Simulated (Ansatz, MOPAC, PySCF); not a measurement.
Torsion H4–O1–B2–O3 in BH3O2 (SMILES OBO); at each angle all else is relaxed with GFN2-xTB, and the levels are single points there.
Geometry at 0° (charge 0, multiplicity 1):
```xyz
6

O     -1.2513    -0.2707    -0.3954
B     -0.2030     0.5510    -0.2532
O      0.3459     0.7110     0.9771
H     -1.5306    -0.6894     0.4210
H      0.1890     1.0963    -1.2182
H      1.0912     1.3033     1.0435
```
Energies count from the point at 0°.

Correlated levels freeze the cores. CBS(a, b) extrapolates the correlation energy as X⁻³ and adds the Hartree–Fock energy of set b. The state that PM7 reach isn't checked; PM7 holds dispersion and hydrogen-bond terms.

Programs: Ansatz (Gaussian orbitals); MOPAC for PM7 (differences of heats of formation); PySCF for M06-2X. Each number belongs to the level named beside it.

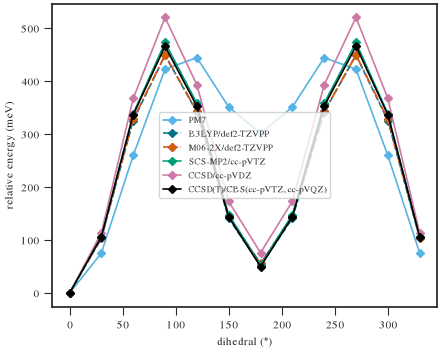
Fig. 1. Relative energy along the coordinate

Question: Read off the PM7 curve at dihedral = 60.

Answer: about 260 meV

Ansatz is a quantum-chemistry and plane-wave program.
